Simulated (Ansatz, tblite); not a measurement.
**AsH2(SiMe3) (C₃H₁₁AsSi): which spin state is lowest**

Aim: set other spin states of AsH2(SiMe3) (C₃H₁₁AsSi) against its singlet, on many levels of theory.

Method: as each input shows; program: Ansatz 0.2.0, Gaussian basis.

Levels to be run: triplet, at the geometry of the singlet (GFN1-xTB, GFN2-xTB, PBE0-D4/def2-TZVP, PBE-D4/def2-TZVP, r2SCAN-D4/def2-TZVP); the singlet's energies come from earlier runs.

2 further runs of the same task are left out: 2 set aside as unsound or not needed.

## (1) The relaxed structure

The geometry is that of the singlet, from an earlier relaxation (PBE-D4/def2-SVP).

16 atoms, charge 0, spin multiplicity 1.

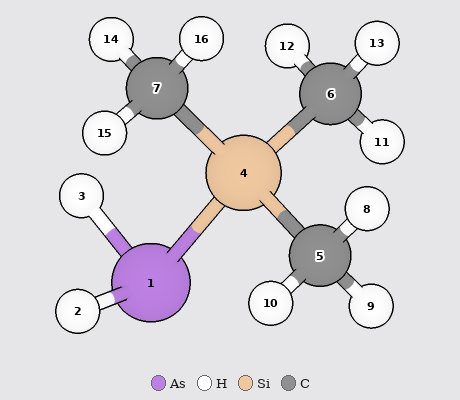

The structure; arsenic purple, hydrogen white, silicon light orange, carbon grey; atoms are numbered from 1 in the order of the file.

Coordinates:

```
As    1.0555    1.7794    1.3743
H     2.2734    1.7724    0.4269
H     0.3536    2.8557    0.5203
Si    0.0093    0.0090    0.1323
C     0.9366   -1.5911    0.5434
C    -1.7881   -0.1137    0.7178
C     0.0615    0.3282   -1.7335
H     0.4681   -2.4558    0.0274
H     0.9226   -1.7966    1.6332
H     1.9963   -1.5377    0.2199
H    -1.8440   -0.3068    1.8084
H    -2.3464    0.8217    0.5084
H    -2.3111   -0.9438    0.1972
H    -0.4730    1.2643   -1.9939
H     1.1057    0.4210   -2.0950
H    -0.4201   -0.5062   -2.2870
```

## (2) Triplet at the fixed geometry, GFN1-xTB

Tight binding, by tblite at 300 K electronic temperature and without a spin-polarisation term:

```python
tblite.interface.Calculator('GFN1-xTB', numbers, positions, charge=0, uhf=2).singlepoint()
```

Energy -443.6617 eV; 0.01 s.

## (3) Triplet at the fixed geometry, GFN2-xTB

Tight binding, by tblite at 300 K electronic temperature and without a spin-polarisation term:

```python
tblite.interface.Calculator('GFN2-xTB', numbers, positions, charge=0, uhf=2).singlepoint()
```

Energy -433.2462 eV; 0.009 s.

## (4) Triplet at the fixed geometry, PBE0-D4/def2-TZVP

The input, in.yaml:

```yaml
crystal:
  periodic: [false, false, false]
  atoms:
    - {symbol: As, position_ang: [1.055505, 1.779412, 1.374264]}
    - {symbol: H, position_ang: [2.273447, 1.772376, 0.426864]}
    - {symbol: H, position_ang: [0.353632, 2.855706, 0.520263]}
    - {symbol: Si, position_ang: [0.009282, 0.008985, 0.132281]}
    - {symbol: C, position_ang: [0.936608, -1.591055, 0.543379]}
    - {symbol: C, position_ang: [-1.788136, -0.113745, 0.717774]}
    - {symbol: C, position_ang: [0.061504, 0.328247, -1.733517]}
    - {symbol: H, position_ang: [0.468136, -2.455762, 0.027415]}
    - {symbol: H, position_ang: [0.922581, -1.796576, 1.633161]}
    - {symbol: H, position_ang: [1.996297, -1.537708, 0.219918]}
    - {symbol: H, position_ang: [-1.843954, -0.306829, 1.808446]}
    - {symbol: H, position_ang: [-2.346426, 0.821660, 0.508409]}
    - {symbol: H, position_ang: [-2.311088, -0.943850, 0.197243]}
    - {symbol: H, position_ang: [-0.472952, 1.264343, -1.993931]}
    - {symbol: H, position_ang: [1.105696, 0.420962, -2.094952]}
    - {symbol: H, position_ang: [-0.420123, -0.506166, -2.287025]}
basis:
  gaussian: {orbitals: def2-TZVP}
magnetization: {spin_polarized: true, initial_magnetization: 2}
hamiltonian: {xc: pbe0, dispersion: d4}
scf: {omitted_lower_state_checks: [starts]}
output: {orbitals: {seedname: orbitals}}
```

Run with:

```sh
ansatz run in.yaml --threads 2 --pin off --events-out ev --progress --plain --max-ram 31744MiB --backend cpu
```

The log of the run:

```text
Functional definition: PBE0
  name "PBE0"
  cite "Adamo & Barone, J. Chem. Phys. 110, 6158 (1999) doi:10.1063/1.478522"
  cite "Perdew, Burke & Ernzerhof, Phys. Rev. Lett. 77, 3865 (1996) doi:10.1103/PhysRevLett.77.3865"
  parent pbe
  parameter a = 0.25
  parameter kappa = 0.804
  parameter beta = 0.06672455060314922
  exchange = (1 - a)*pbe_x(kappa = kappa, mu = beta*pi^2/3) + a*exact_x
  correlation = pbe_c(beta = beta)
these checks for a lower state are left out or cut short: starts
1715 factors; their error is unknown
mean field evaluation 1: about -71973.2862 eV, gradient 6.0e1 eV
mean field evaluation 2: about -71928.9371 eV, gradient 9.9e1 eV
mean field evaluation 4: about -71990.9465 eV, gradient 1.1e1 eV
mean field evaluation 8: about -71991.7309 eV, gradient 2.3e-1 eV
mean field evaluation 16: about -71992.0043 eV, gradient 7.4e-2 eV
mean field evaluation 32: about -71992.0131 eV, gradient 8.1e-5 eV
mean field -71992.01311457 eV, -2645.6576840215 hartree, gradient 8.9e-6 eV, S^2 2.004675; 0 other end points of the search recorded, 0 dependent functions left out
reference -71992.01315434 eV, -2645.6576854828 hartree; 39, 37 occupied and 205, 207 virtual orbitals, 1715 factors
Total energy: -71992.35320867 eV, -2645.6701822491 hartree
Checks for a lower state left out: starts
```

Run time: 40 s. Hardware: 2 threads of AMD EPYC 7R13, shared host; peak memory 1.6 GiB.

Report: HOMO -1.78 eV, LUMO -4.88 eV (over both spins; with the spin held, an empty level of the minority spin lies below the top filled one); ⟨S²⟩ 2.005 (pure: 2.00).

## (5) Triplet at the fixed geometry, PBE-D4/def2-TZVP

start.molden holds the orbitals of an earlier run on this state, given as this run's starting guess.

Changes to in.yaml since step 4:

```diff
@@ -20,5 +20,5 @@
 basis:
-  gaussian: {orbitals: def2-TZVP}
+  gaussian: {orbitals: def2-TZVP, initial_orbitals: start.molden}
 magnetization: {spin_polarized: true, initial_magnetization: 2}
-hamiltonian: {xc: pbe0, dispersion: d4}
+hamiltonian: {xc: pbe, dispersion: d4}
 scf: {omitted_lower_state_checks: [starts]}
```

Launched as before.

The log of the run:

```text
Functional definition: PBE
  name "PBE"
  cite "Perdew, Burke & Ernzerhof, Phys. Rev. Lett. 77, 3865 (1996) doi:10.1103/PhysRevLett.77.3865"
  parent pbe
  parameter kappa = 0.804
  parameter beta = 0.06672455060314922
  exchange = pbe_x(kappa = kappa, mu = beta*pi^2/3)
  correlation = pbe_c(beta = beta)
these checks for a lower state are left out or cut short: starts
1649 factors; their error is unknown
mean field evaluation 1: about -71988.7225 eV, gradient 8.5e0 eV
mean field evaluation 2: about -71988.8715 eV, gradient 2.5e-1 eV
mean field evaluation 4: about -71988.8388 eV, gradient 2.8e-2 eV
mean field evaluation 8: about -71988.8388 eV, gradient 4.0e-5 eV
mean field -71988.83880972 eV, -2645.5410304698 hartree, gradient 7.3e-6 eV, S^2 2.003068; 0 other end points of the search recorded, 0 dependent functions left out
reference -71988.83886387 eV, -2645.5410324598 hartree; 39, 37 occupied and 205, 207 virtual orbitals, 1649 factors
Total energy: -71989.23320701 eV, -2645.5555243027 hartree
Checks for a lower state left out: starts
```

Wall time 17 s (2 threads of AMD EPYC 7R13, shared host); peak memory 0.88 GiB.

Report: HOMO -1.10 eV, LUMO -5.88 eV (over both spins; with the spin held, an empty level of the minority spin lies below the top filled one); ⟨S²⟩ 2.003 (pure: 2.00).

## (6) Triplet at the fixed geometry, r2SCAN-D4/def2-TZVP

Changes to in.yaml since step 5:

```diff
@@ -22,3 +22,3 @@
 magnetization: {spin_polarized: true, initial_magnetization: 2}
-hamiltonian: {xc: pbe, dispersion: d4}
+hamiltonian: {xc: r2scan, dispersion: d4}
 scf: {omitted_lower_state_checks: [starts]}
```

Same command.

The log of the run, cut to the lines that bear on the results:

```text
Functional definition: r2SCAN
  name "r2SCAN"
  cite "Furness, Kaplan, Ning, Perdew & Sun, J. Phys. Chem. Lett. 11, 8208 (2020) doi:10.1021/acs.jpclett.0c02405"
  cite "Furness, Kaplan, Ning, Perdew & Sun, J. Phys. Chem. Lett. 11, 9248 (2020) doi:10.1021/acs.jpclett.0c03077"
  parent r2scan
[...]
1649 factors; their error is unknown
[...]
mean field -72003.87537491 eV, -2646.0936140483 hartree, gradient 3.3e-6 eV, S^2 2.008420; 0 other end points of the search recorded, 0 dependent functions left out
reference -72003.87539219 eV, -2646.0936146834 hartree; 39, 37 occupied and 205, 207 virtual orbitals, 1649 factors
Total energy: -72003.97872313 eV, -2646.0974120255 hartree
Checks for a lower state left out: starts
```

Run time: 39 s. Hardware: 2 threads of AMD EPYC 7R13, shared host; peak memory 0.95 GiB.

Report: HOMO -1.14 eV, LUMO -5.55 eV (over both spins; with the spin held, an empty level of the minority spin lies below the top filled one); ⟨S²⟩ 2.008 (pure: 2.00).

## (7) Triplet less singlet, vertical

The singlet's energies are those of its earlier runs, whose logs aren't repeated here.

| level | triplet less singlet, vertical (kJ/mol) | time |
| --- | --- | --- |
| GFN1-xTB | +481.4 | 0.019 s |
| GFN2-xTB | +474.1 | 0.016 s |
| PBE-D4/def2-TZVP | +507.5 | 21 s |
| r2SCAN-D4/def2-TZVP | +517.0 | 46 s |
| PBE0-D4/def2-TZVP | +521.6 | 47 s |

Times add the two runs; a level without a time comes out of a correlated run. Tight binding without a spin term can't rank spin states.

## (8) What came out

```
                                                quantity                                       value
triplet less singlet, vertical, functionals in def2-TZVP  +507.5 (PBE-D4) to +521.6 kJ/mol (PBE0-D4)
```

**Reading.** All functionals put the triplet above the singlet, over a spread of 14.1 kJ/mol. The checks for a lower triplet were left out, so another state of that spin may lie lower. These are electronic energies, without zero-point motion, entropy or surroundings.
